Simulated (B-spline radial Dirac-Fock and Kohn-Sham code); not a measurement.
**Inner shells of Pt⁴⁹⁺**

What does theory give for platinum as Pt⁴⁹⁺? The session works out its X-ray form factor and Compton profile, the binding energy of each subshell and its two-hole states.

The numbers are computed with B-spline radial Dirac-Fock and Kohn-Sham code (version 2): a free atom or ion on a radial basis; each step names its model.

**1. What is computed**

The Pt⁴⁹⁺ ion in the configuration [Ar] 3d10 4s1.

```
nuclear charge     : 78
electrons          : 29
mass number        : 195
nuclear rms radius : 5.427 fm
```

**2. Form factor and Compton profile**

Model: Dirac-Fock average of configuration, finite nucleus; form factor of the spherical density, Waller-Hartree incoherent function, impulse-approximation Compton profiles.

Recorded inputs:

```ini
task = scatter
Z = 78
charge = 49
configuration = 1s2 2s2 2p6 3s2 3p6 3d10 4s1
mass_number = 195
rms_radius = 5.427  # fm
s = [0.0, 0.07, 0.09, 0.11, 0.14, 0.17, 0.21, 0.26, 0.32, 0.4, 0.5, 0.62, 0.77, 0.95, 1.18, 1.46, 1.82, 2.25, 2.8, 3.47, 4.31, 5.34, 6.63]  # 1/A
pz = [0, 0.1, 0.2, 0.3, 0.4, 0.5, 0.6, 0.8, 1.0, 1.2, 1.4, 1.6, 1.8, 2.0, 2.5, 3.0, 4.0, 5.0, 7.0, 10.0, 15.0, 20.0, 30.0, 40.0, 60.0, 100.0]  # a.u.
photon_energy = [1000, 2000, 5000, 8047.8, 10000, 50000, 100000, 1000000]  # eV
```

Main fields of the result record, rounded:

```text
status: converged
form_factor [e]: [29.0, 28.971, 28.951, 28.927, 28.882, 28.827, 28.737, 28.598, 28.395, 28.064, 27.56, 26.835, 25.774, 24.326, 22.301, 19.744, 16.574, 13.252, 9.9739, 7.3999, 5.7149, 4.681, 3.7365]
incoherent: [1.1482e-11, 0.030222, 0.049889, 0.074394, 0.12011, 0.17638, 0.26738, 0.40576, 0.60568, 0.92427, 1.3939, 2.0396, 2.9338, 4.0809, 5.5999, 7.4678, 9.8026, 12.328, 15.026, 17.641, 20.149, 22.378, 24.297]
compton_total [1/a.u.]: [1.0142, 1.0141, 1.0137, 1.013, 1.012, 1.0107, 1.0092, 1.0053, 1.0005, 0.99471, 0.98809, 0.98071, 0.97268, 0.96409, 0.94083, 0.91614, 0.86678, 0.82039, 0.73021, 0.57538, 0.34355, 0.20562, 0.083042, 0.039308, 0.012751, 0.0026766]
shells: ["1s1/2", "2s1/2", "2p1/2", "2p3/2", "3s1/2", "3p1/2", "3p3/2", "3d3/2", "3d5/2", "4s1/2"]
occupation: [2.0, 2.0, 2.0, 4.0, 2.0, 2.0, 4.0, 4.0, 6.0, 1.0]
mean_momentum [a.u.]: [83.546, 29.918, 39.293, 34.203, 15.479, 18.398, 16.951, 20.268, 19.759, 9.7945]
r2 [bohr^2]: 0.81679
r_inverse [1/bohr]: 496.47
r1 [bohr]: 4.0377
coherent [b]: [558.72, 556.47, 541.17, 514.32, 492.58, 130.41, 46.685, 0.70679]
incoherent_cross_section [b]: [0.013275, 0.052498, 0.31012, 0.73772, 1.0676, 7.267, 9.6795, 5.986]
```

Form factor and incoherent function, every second point:

| s (1/Å) | f (e) | f / N | S(s) |
| --- | --- | --- | --- |
| 0 | 29.00 | 1.000 | 0 |
| 0.0900 | 28.95 | 0.998 | 0.04989 |
| 0.140 | 28.88 | 0.996 | 0.1201 |
| 0.210 | 28.74 | 0.991 | 0.2674 |
| 0.320 | 28.39 | 0.979 | 0.6057 |
| 0.500 | 27.56 | 0.950 | 1.394 |
| 0.770 | 25.77 | 0.889 | 2.934 |
| 1.18 | 22.30 | 0.769 | 5.600 |
| 1.82 | 16.57 | 0.572 | 9.803 |
| 2.80 | 9.974 | 0.344 | 15.03 |
| 4.31 | 5.715 | 0.197 | 20.15 |
| 6.63 | 3.737 | 0.129 | 24.30 |

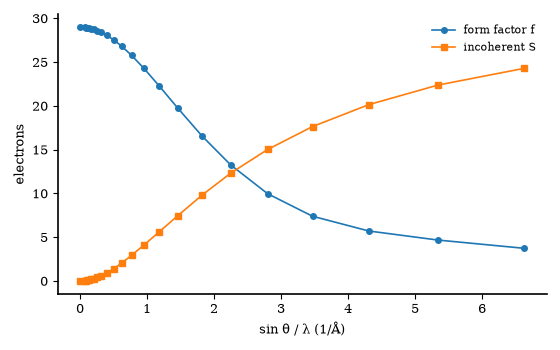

Form factor and incoherent scattering function.

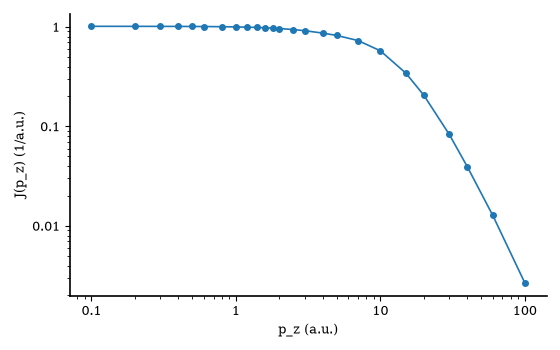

Compton profile, summed over all shells.

**3. Core and valence levels**

Model: Dirac-Fock average of configuration, Delta-SCF, finite nucleus, first-order Breit with its frequency dependence, self-energy and vacuum polarisation.

Settings, as recorded:

```ini
task = binding
```

Main fields of the result record, rounded:

```text
status: converged
shells: ["K", "L1", "L2", "L3", "M1", "M2", "M3", "M4", "M5", "N1"]
total_energy_parts [Ha]: [-16676.7141, 21.8757554, -2.24152017, -0.423203668, 17.1154441, -3.27458305]
koopmans [eV]: [81556.4, 16595.2, 15996.3, 14255.8, 5806.98, 5544.18, 5138.65, 4722.37, 4634.72, 2832.84]
dirac_coulomb [eV]: [81501.9, 16574.6, 15972.6, 14235.3, "-", 5540.39, 5135.57, 4717.88, 4630.58, 2832.62]
gaunt [eV]: [-300.065, -34.5916, -58.6484, -40.001, "-", -12.4134, -8.37326, -6.03561, -4.41093, -2.63976]
retardation [eV]: [22.1555, 2.99476, 6.24159, 6.26933, "-", 1.35835, 1.36588, 0.686841, 0.676043, 0.332067]
breit_frequency [eV]: [5.37106, -0.439141, -0.0594086, 2.37913, "-", -0.133687, 0.518947, -0.0415003, 0.0155317, -0.0370063]
self_energy [eV]: [-180.354, -26.8693, -0.667369, -2.18764, "-", -0.34055, -0.620328, 0.394647, 0.160309, -2.17882]
vacuum_polarisation [eV]: [36.2636, 5.08026, 0.293945, -0.1689, "-", 0.0785928, -0.0466804, -0.0519118, -0.0490383, 0.401686]
binding [eV]: [81085.2, 16520.7, 15919.8, 14201.6, "-", 5528.94, 5128.41, 4712.83, 4626.98, 2828.5]
mean_radius [bohr]: [0.0171473, 0.0714959, 0.0589976, 0.0673336, 0.182678, 0.172974, 0.186923, 0.16254, 0.166866, 0.362702]
```

total_energy_parts: Dirac-Coulomb, Gaunt, retardation, frequency dependence, self-energy, vacuum polarisation. Blank entries are hole states that did not converge, or in which two open shells of one symmetry are about equally filled, where the average of configuration falls too low.

Each level as Koopmans' value plus corrections (eV):

| level | -ε | relaxation | Breit | QED | binding |
| --- | --- | --- | --- | --- | --- |
| K | 81556.4 | -54.50 | -272.54 | -144.09 | 81085.2 |
| L1 | 16595.2 | -20.67 | -32.04 | -21.79 | 16520.7 |
| L2 | 15996.3 | -23.70 | -52.47 | -0.37 | 15919.8 |
| L3 | 14255.8 | -20.52 | -31.35 | -2.36 | 14201.6 |
| M2 | 5544.2 | -3.79 | -11.19 | -0.26 | 5528.9 |
| M3 | 5138.6 | -3.08 | -6.49 | -0.67 | 5128.4 |
| M4 | 4722.4 | -4.49 | -5.39 | 0.34 | 4712.8 |
| M5 | 4634.7 | -4.13 | -3.72 | 0.11 | 4627.0 |
| N1 | 2832.8 | -0.22 | -2.34 | -1.78 | 2828.5 |

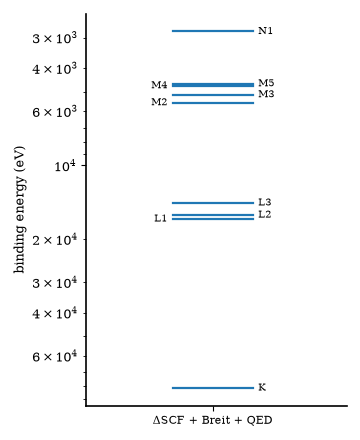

The levels on a logarithmic scale.

Line energies follow by subtraction:

| line | energy (eV) |
| --- | --- |
| Kβ1 (K-M3) | 75956.8 |
| Kβ3 (K-M2) | 75556.3 |
| Kα1 (K-L3) | 66883.7 |
| Kα2 (K-L2) | 65165.5 |
| Lγ5 (L2-N1) | 13091.3 |
| Lβ3 (L1-M3) | 11392.3 |
| Lβ6 (L3-N1) | 11373.1 |
| Lβ1 (L2-M4) | 11206.9 |
| Lβ4 (L1-M2) | 10991.8 |
| Lα1 (L3-M5) | 9574.6 |
| Lα2 (L3-M4) | 9488.7 |

**4. Two holes**

Model: Dirac-Fock average of configuration, Delta-SCF, finite nucleus, first-order Breit with its frequency dependence, self-energy and vacuum polarisation; two-hole levels by intermediate coupling within the shell, Auger rates as independent-particle Coulomb matrix elements.

Recorded inputs:

```ini
task = double
```

Main fields of the result record, rounded:

```text
status: converged
single_binding [eV]: {"K": 81085.23, "L1": 16520.73, "L2": 15919.78, "L3": 14201.57, "M2": 5528.94, "M3": 5128.412, "M4": 4712.834, "M5": 4626.975, "N1": 2828.499}
double_binding [eV]:
  KK: 163763.9
  KL2: 97529.51
  KL3: 95720.2
  KM2: 86816.63
  KM3: 86393.53
  KM4: 85975.74
  KM5: 85884.29
  L1L1: 33353.77
  L1L2: 32740.53
  L1L3: 31003.84
  L1M2: 22215.64
  L1M3: 21805.03
  L1M4: 21404.65
  L1M5: 21314.44
  L2L2: 32223.22
  L2L3: 30453.52
  L2M3: 21209.99
  L2M4: 20802.99
  L2M5: 20717.58
  L3L3: 28723.07
  L3M2: 19899.0
  L3M4: 19087.94
  L3M5: 18994.33
  M4M4: 9564.312
  M4M5: 9478.235
  M5M5: 9390.061
  M2M2: 11192.98
  M2M3: 10780.35
  M3M3: 10377.94
auger_lines [eV]:
  K-L123: [["L2L3", 2, 0.999874, 50621.2, 0.377582], ["L1L2", 1, 0.99866, 48331.6, 0.178571], ["L1L1", 0, 0.996209, 47725.7, 0.128243], ["L3L3", 2, 0.999874, 52371.8, 0.125031], ["L1L3", 1, 0.99866, 50027.7, 0.123223], ["L1L3", 2, 1.0, 50115.0, 0.031309]]
  L2-M45: [["M4M5", 4, 0.993689, 6435.01, 0.60814], ["M4M4", 2, 0.995001, 6359.22, 0.151822], ["M4M5", 3, 1.0, 6451.75, 0.0750485], ["M4M4", 0, 0.990329, 6332.88, 0.0192627], ["M5M5", 2, 0.998599, 6525.98, 0.0145742], ["M4M5", 2, 0.994051, 6441.28, 0.0119717]]
  L3-M45: [["M4M5", 4, 0.993689, 4716.81, 0.678164], ["M5M5", 4, 0.993689, 4817.28, 0.345619], ["M5M5", 2, 0.998599, 4807.78, 0.116508], ["M4M5", 3, 1.0, 4733.55, 0.110051], ["M4M5", 2, 0.994051, 4723.08, 0.0837821], ["M4M4", 2, 0.995001, 4641.01, 0.0388043]]
  L2-M23: [["M2M3", 2, 0.99967, 5135.33, 0.222021], ["M2M2", 0, 0.999452, 4726.36, 0.113756], ["M2M3", 1, 1.0, 5146.03, 0.102091], ["M3M3", 0, 0.999452, 5524.71, 0.00315836], ["M3M3", 2, 0.99967, 5545.49, 0.00210326]]
```

Auger rows: leading holes, J, purity, kinetic energy, width; the six strongest of each group. Left out are hole states that did not converge, or in which two open shells of one symmetry are about equally filled, where the average of configuration falls too low.

Hole-hole repulsion U = E(ab) - E(a) - E(b), in eV:

| holes | double | sum of singles | U |
| --- | --- | --- | --- |
| K K | 163763.9 | 162170.5 | 1593.4 |
| K L2 | 97529.5 | 97005.0 | 524.5 |
| K L3 | 95720.2 | 95286.8 | 433.4 |
| K M2 | 86816.6 | 86614.2 | 202.5 |
| K M3 | 86393.5 | 86213.6 | 179.9 |
| K M4 | 85975.7 | 85798.1 | 177.7 |
| K M5 | 85884.3 | 85712.2 | 172.1 |
| L1 L1 | 33353.8 | 33041.5 | 312.3 |
| L1 L2 | 32740.5 | 32440.5 | 300.0 |
| L1 L3 | 31003.8 | 30722.3 | 281.5 |
| L1 M2 | 22215.6 | 22049.7 | 166.0 |
| L1 M3 | 21805.0 | 21649.1 | 155.9 |
| L1 M4 | 21404.7 | 21233.6 | 171.1 |
| L1 M5 | 21314.4 | 21147.7 | 166.7 |
| L2 L2 | 32223.2 | 31839.6 | 383.7 |
| L2 L3 | 30453.5 | 30121.4 | 332.2 |
| L2 M3 | 21210.0 | 21048.2 | 161.8 |
| L2 M4 | 20803.0 | 20632.6 | 170.4 |
| L2 M5 | 20717.6 | 20546.8 | 170.8 |
| L3 L3 | 28723.1 | 28403.1 | 319.9 |
| L3 M2 | 19899.0 | 19730.5 | 168.5 |
| L3 M4 | 19087.9 | 18914.4 | 173.5 |

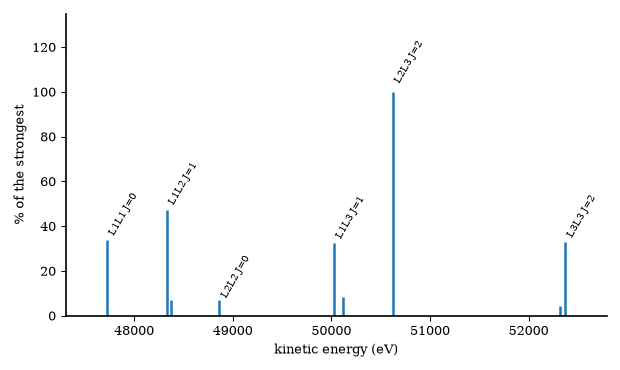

The K-L123 Auger multiplet.

**5. Results**

| quantity | value |
| --- | --- |
| rms radius of the electron cloud | 0.168 bohr |
| form factor halves at | 2.1 1/Å |
| Compton profile at zero | 1.014 1/a.u. |
| deepest level listed, K (1s) | 81085.2 eV |
| least bound, N1 (4s) | 2828.5 eV |
| Kα1 | 66883.7 eV |
| ionisation energy, NIST (semi-empirical) | 2827.80 eV |
| largest U, K K | 1593.4 eV |
| strongest line of K-L123 | L2L3, J = 2, 50621.2 eV |

**Reading.** The form factor starts at the 29 electrons and halves by s = 2.1 1/Å. Incoherent scattering outweighs coherent from 1000 keV on, among the energies asked. The K (1s) level lies 54.5 eV under Koopmans' value by relaxation alone; Breit gives -272.54 and QED -144.09 eV. NIST's ionisation energy differs by -0.70 eV from the least binding energy, within its stated uncertainty. U runs from 121.1 eV (M3 M3) to 1593.4 eV (K K). In the K-L123 Auger group the L2L3 J = 2 line carries 37 % of the rate. The Hartree-Fock and Dirac-Fock values hold no electron correlation.
